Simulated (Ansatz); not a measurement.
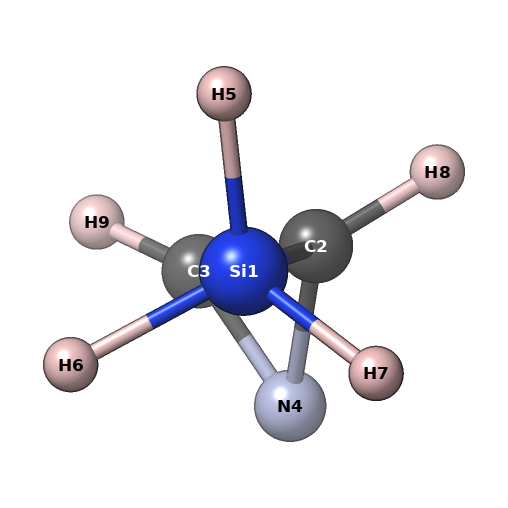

C2 lies behind Si1. The molecule seen a little off the Si1–C2 bond, Si1 in front. Distant atoms are faded towards the background colour. The geometry was computed by an optimisation with PBE0-D4/def2-TZVP.

Q: What is the torsion angle H5–Si1–C2–N4? The sign is positive where the front bond must turn clockwise to cover the back bond.

A: −162°, antiperiplanar (anti). The bonds about Si1–C2 are eclipsed.
